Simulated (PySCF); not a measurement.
# C27H29NSi2: the cost of one run

Computed with PySCF 2.14.0 and routines of our own; the level stands in each step. Atoms count from 0.

## Step 1: The starting structure

59 atoms, charge 0, multiplicity 1; geometry from: GFN2-xTB.

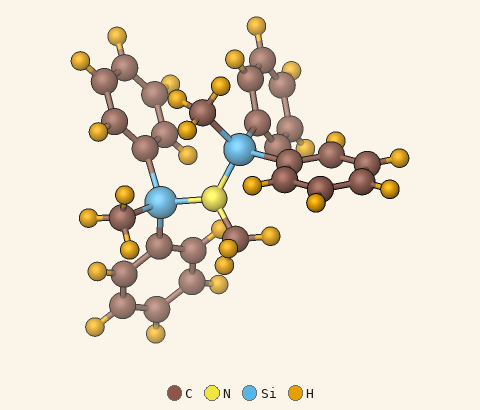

The starting geometry (carbon brown, nitrogen yellow, silicon blue, hydrogen amber).

## Step 2: Electronic excitations: TDA B3LYP/6-31G*

What the job is given:

```
{"job": {"kind": "uv", "basis": "6-31G*", "grid": 1, "kgrid": 0, "vcut": 1.5, "nstates": 5, "ntriplets": 2, "tda": true, "delta": ["ip_vertical"], "pop": false, "xc": "B3LYP"}, "charge": 0, "multiplicity": 1}
C     -0.392539    -1.101808    -2.184228
N     -0.094343    -0.120895    -1.151877
Si    -1.424148     0.617158    -0.282132
C     -1.350243     2.516248    -0.366714
C     -3.046100     0.055834    -1.092514
C     -3.368131     0.461841    -2.384634
C     -4.542096     0.058370    -2.993432
C     -5.426750    -0.762892    -2.314534
C     -5.127374    -1.172665    -1.026883
C     -3.949256    -0.765385    -0.426002
C     -1.362879    -0.005142     1.506806
C     -1.146603    -1.355696     1.769093
C     -1.057794    -1.832919     3.063579
C     -1.188964    -0.961086     4.131541
C     -1.416595     0.382989     3.891643
C     -1.503405     0.851106     2.592570
Si     1.565180     0.421428    -1.040601
C      2.008804     1.529136    -2.529585
C      1.785273     1.357379     0.587702
C      1.725161     0.682178     1.801779
C      1.834883     1.355983     3.004060
C      2.019070     2.727726     3.014418
C      2.112433     3.414532     1.815895
C      1.997637     2.731722     0.618057
C      2.689535    -1.107832    -1.030669
C      2.322459    -2.258203    -0.337611
C      3.141558    -3.372154    -0.308375
C      4.353543    -3.358502    -0.977939
C      4.738191    -2.224319    -1.671761
C      3.912528    -1.114565    -1.694125
H     -1.255238    -1.701645    -1.900326
H     -0.616437    -0.622757    -3.140722
H      0.460755    -1.762374    -2.327308
H     -0.550394     2.902673     0.254473
H     -2.283162     2.959056    -0.033148
H     -1.171773     2.858010    -1.380686
H     -2.684145     1.103494    -2.921243
H     -4.768784     0.384030    -3.998823
H     -6.345255    -1.080156    -2.786690
H     -5.814426    -1.810640    -0.489317
H     -3.726167    -1.088058     0.581171
H     -1.040780    -2.041675     0.940054
H     -0.885087    -2.884915     3.242781
H     -1.115247    -1.328383     5.145316
H     -1.524394     1.068702     4.719953
H     -1.674681     1.902245     2.415594
H      1.958344     0.971619    -3.459825
H      1.319050     2.362967    -2.612554
H      3.011221     1.936437    -2.445939
H      1.584852    -0.387562     1.806043
H      1.773335     0.810397     3.934498
H      2.097114     3.258780     3.952012
H      2.273230     4.483765     1.816570
H      2.070157     3.277315    -0.311160
H      1.374586    -2.278454     0.180242
H      2.836622    -4.254915     0.235969
H      4.995266    -4.227355    -0.958411
H      5.683421    -2.205517    -2.195959
H      4.223752    -0.235794    -2.238656
```

Level: TDA B3LYP/6-31G*, vertical, gas phase, core orbitals frozen in the response, virtual orbitals cut by energy.

Command:

```sh
OMP_NUM_THREADS=2 python large_run.py task.json out
```

One launch serves the whole session: the jobs run in the order shown.

**Question.** How long does this first job take on 2 threads of Arm Neoverse N1, shared host, and how much memory does it need?

About 7.2 min, with a peak of 1.7 GiB.
